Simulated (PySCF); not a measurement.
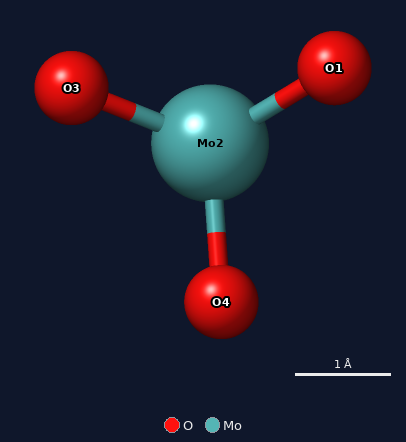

Fig. 1: The input geometry (ball-and-stick view, seen at a tilt; atoms are numbered from 1 in the order of the input). Sticks mark near contacts. Bond lengths as drawn: Mo–O 1.69 Å.

## Single-point calculation, with input and output: MoO$_{3}$

The run: single-point calculation of MoO$_{3}$. Method and program: MP2/def2-TZVP, RHF, core potentials def2-svp (PySCF 2.14.0).

The geometry comes from this level: PBE0-D4/def2-TZVP.

The program's output:
```
PySCF version 2.14.0

[INPUT] num. atoms = 4
[INPUT] num. electrons = 38
[INPUT] charge = 0
[INPUT] spin (= nelec alpha-beta = 2S) = 0
[INPUT] symmetry True subgroup None
[INPUT] Mole.unit = angstrom
[INPUT] Symbol           X                Y                Z      unit          X                Y                Z       unit  Magmom
[INPUT]  1 O     -0.968000000000  -0.149800000000   1.262500000000 AA   -1.829254888579  -0.283080973460   2.385779232263 Bohr   0.0
[INPUT]  2 Mo    -0.138100000000  -0.336500000000  -0.200300000000 AA   -0.260971177802  -0.635892840916  -0.378512142750 Bohr   0.0
[INPUT]  3 O      1.507000000000  -0.607600000000   0.088800000000 AA    2.847817269720  -1.148197593286   0.167807679861 Bohr   0.0
[INPUT]  4 O     -0.345200000000   1.033600000000  -1.171400000000 AA   -0.652333458200   1.953220922350  -2.213625182316 Bohr   0.0

nuclear repulsion = 141.662163850654
point group symmetry = C1
symmetry origin: [0. 0. 0.]
symmetry axis x: [1. 0. 0.]
symmetry axis y: [0. 1. 0.]
symmetry axis z: [0. 0. 1.]
num. orbitals of irrep A = 133
number of shells = 47
number of NR pGTOs = 198
number of NR cGTOs = 133
basis = def2-tzvp
ecp = {'Mo': 'def2-svp'}

******** <class 'pyscf.df.df_jk.DFRHF'> ********
method = DFRHF
initial guess = minao
damping factor = 0.6
level_shift factor = 0.1
DIIS = <class 'pyscf.scf.diis.CDIIS'>
diis_start_cycle = 3
diis_space = 8
diis_damp = 0
SCF conv_tol = 1e-09
SCF conv_tol_grad = None
SCF max_cycles = 100
direct_scf = False
Set gradient conv threshold to 3.16228e-05
Initial guess from minao.
******** <class 'pyscf.df.df.DF'> ********
auxbasis = def2-tzvp-jkfit
init E= -284.927033468889
  HOMO = -0.625990961243132  LUMO = -0.255710223735878  gap/eV = 10.07585
cycle= 1 E= -291.802400843105  delta_E= -6.88  |g|= 1.51  |ddm|= 4.17
  HOMO = -0.520012197176082  LUMO = -0.12362902306598  gap/eV = 10.78614
cycle= 2 E= -292.144458210505  delta_E= -0.342  |g|= 0.385  |ddm|= 0.598
  HOMO = -0.453680238665199  LUMO = 0.0168055430901326  gap/eV = 12.80257
cycle= 3 E= -292.162771351761  delta_E= -0.0183  |g|= 0.148  |ddm|= 0.306
  HOMO = -0.487053367852044  LUMO = 0.0318600088111012  gap/eV = 14.12035
cycle= 4 E= -292.164330766525  delta_E= -0.00156  |g|= 0.163  |ddm|= 0.13
  HOMO = -0.479541264481634  LUMO = 0.0198265052905846  gap/eV = 13.58849
cycle= 5 E= -292.168974507764  delta_E= -0.00464  |g|= 0.0269  |ddm|= 0.079
  HOMO = -0.480734855433283  LUMO = 0.0206914236458928  gap/eV = 13.64450
cycle= 6 E= -292.169689863567  delta_E= -0.000715  |g|= 0.0146  |ddm|= 0.0437
  HOMO = -0.482783151448491  LUMO = 0.0211774105890612  gap/eV = 13.71347
cycle= 7 E= -292.170005287373  delta_E= -0.000315  |g|= 0.00965  |ddm|= 0.0294
  HOMO = -0.480988812346061  LUMO = 0.0225695402503909  gap/eV = 13.70252
cycle= 8 E= -292.170167819599  delta_E= -0.000163  |g|= 0.00351  |ddm|= 0.0272
  HOMO = -0.480612228953232  LUMO = 0.0228783325188537  gap/eV = 13.70068
cycle= 9 E= -292.170197200609  delta_E= -2.94e-05  |g|= 0.00167  |ddm|= 0.0119
  HOMO = -0.480712929502186  LUMO = 0.022847982185489  gap/eV = 13.70259
cycle= 10 E= -292.170203877772  delta_E= -6.68e-06  |g|= 0.000827  |ddm|= 0.00594
  HOMO = -0.480730735992553  LUMO = 0.0229469546310135  gap/eV = 13.70577
cycle= 11 E= -292.170205439413  delta_E= -1.56e-06  |g|= 0.000399  |ddm|= 0.00295
  HOMO = -0.480805344874673  LUMO = 0.0229173460101748  gap/eV = 13.70699
cycle= 12 E= -292.170205781002  delta_E= -3.42e-07  |g|= 0.000151  |ddm|= 0.00145
  HOMO = -0.480822933530972  LUMO = 0.0229139627677952  gap/eV = 13.70738
cycle= 13 E= -292.170205826302  delta_E= -4.53e-08  |g|= 7.51e-05  |ddm|= 0.000457
  HOMO = -0.480826719026943  LUMO = 0.0229128909558582  gap/eV = 13.70745
cycle= 14 E= -292.170205835371  delta_E= -9.07e-09  |g|= 5.26e-05  |ddm|= 0.000186
  HOMO = -0.480827823831864  LUMO = 0.0229118788945293  gap/eV = 13.70746
cycle= 15 E= -292.17020583818  delta_E= -2.81e-09  |g|= 1.53e-05  |ddm|= 0.000106
  HOMO = -0.480829502663111  LUMO = 0.0229111732967908  gap/eV = 13.70748
cycle= 16 E= -292.170205838631  delta_E= -4.52e-10  |g|= 5.2e-06  |ddm|= 4.82e-05
  HOMO = -0.480828587720819  LUMO = -0.0770887975834249  gap/eV = 10.98632
```

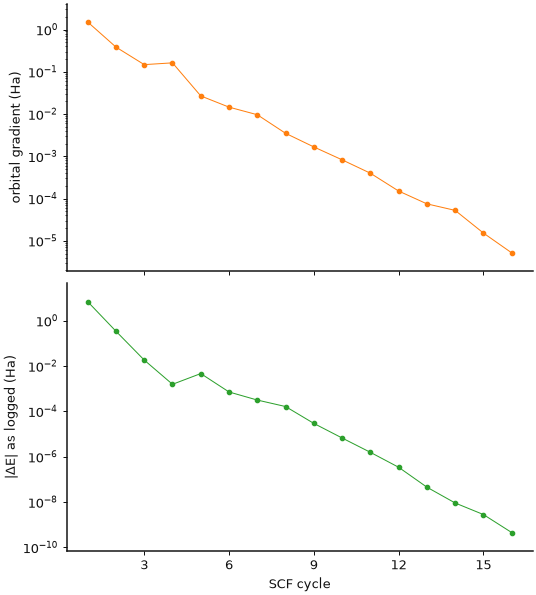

Fig. 2: Convergence of the self-consistent field: orbital gradient and size of the energy change against the SCF cycle. The residual falls almost steadily, with no more than small rises.

```
Extra cycle  E= -292.170205838658  delta_E= -2.65e-11  |g|= 4.19e-06  |ddm|= 7.67e-06
converged SCF energy = -292.170205838658

******** <class 'pyscf.mp.dfmp2.DFRMP2'> ********
nocc = 16, nmo = 130
frozen orbitals 3
E(DFRMP2) = -293.450708141265  E_corr = -1.28050230260731
E(SCS-DFRMP2) = -293.37188123367  E_corr = -1.2016753950123
E_corr(same-spin) = -0.386454655519015
E_corr(oppo-spin) = -0.8940476470883
E(MP2) = -293.450708141
```

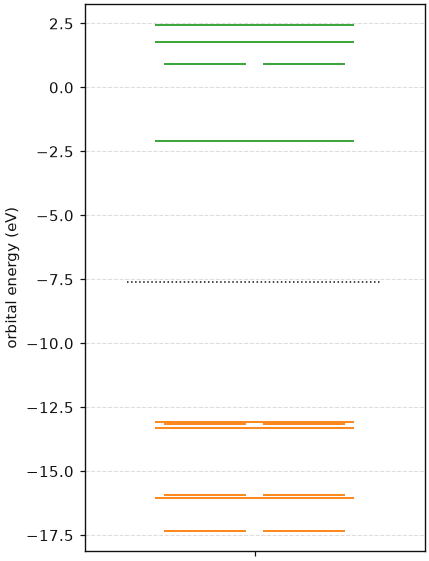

Fig. 3: Orbital energies near the frontier (SCF reference); the dotted line parts filled from empty levels, and levels within 0.02 eV of each other stand side by side. Highest filled −13.08 eV, lowest empty −2.10 eV, 10.98 eV apart.

This output came from the following input.

The input (input.py):
```python
from pyscf import gto, mp

molecule = gto.Mole()
molecule.atom = 'input.xyz'
molecule.max_memory = 1860
molecule.basis = 'def2-tzvp'
molecule.ecp = {'Mo': 'def2-svp'}
molecule.spin = 0
molecule.symmetry = True
molecule.verbose = 4
molecule.build()

mf = molecule.RHF()
mf = mf.density_fit()
mf.damp = 0.6
mf.max_cycle = 100
mf.diis_start_cycle = 3
mf.level_shift = 0.1
mf.kernel()
if not mf.converged:
    mf = mf.newton().run(mf.mo_coeff, mf.mo_occ)

pt = mp.MP2(mf, frozen=3).run()
e_tot = pt.e_tot
print('E(%s) = %.9f' % ('MP2', e_tot))
```

File input.xyz:
```
4
MoO3
O     -0.968000    -0.149800     1.262500
Mo    -0.138100    -0.336500    -0.200300
O      1.507000    -0.607600     0.088800
O     -0.345200     1.033600    -1.171400
```

Launched with:
```bash
OMP_NUM_THREADS=1 python input.py
```

Summary:

- outcome: converged
- total energy: −293.450708 hartree
- SCF energy: −292.170206 hartree
- correlation energy: −1.280502 hartree
- basis functions: 133
- HOMO of the SCF reference: −13.08 eV
- LUMO of the SCF reference: −2.10 eV
- hardware: 1 thread of Arm Neoverse V1, 24 GiB of memory available, shared host
- wall time: 3.3 s
- peak memory: 0.19 GiB

Notes:

Settings chosen away from the usual ones: tied set to false; damp set to 0.6; shift set to 0.1; symmetry set to true.
